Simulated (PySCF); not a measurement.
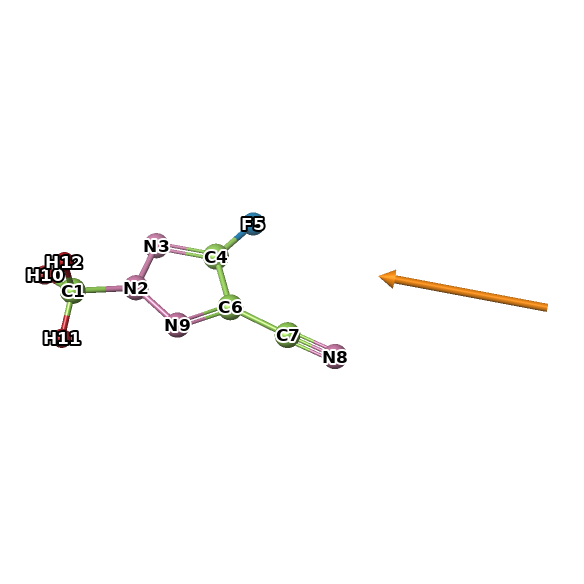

The arrow beside the molecule shows the direction of the dipole moment, from the negative to the positive end (its length means nothing). The computed structure is the end point of a GFN2-xTB optimisation. No frequency run is at hand to confirm it as a minimum. Method: PBE0/pcSseg-1, gas phase (PySCF 2.14.0).

### How large is the dipole moment?

5.34 D; it points from the side of N8 to the side of H10 (the outermost atoms at the two ends).
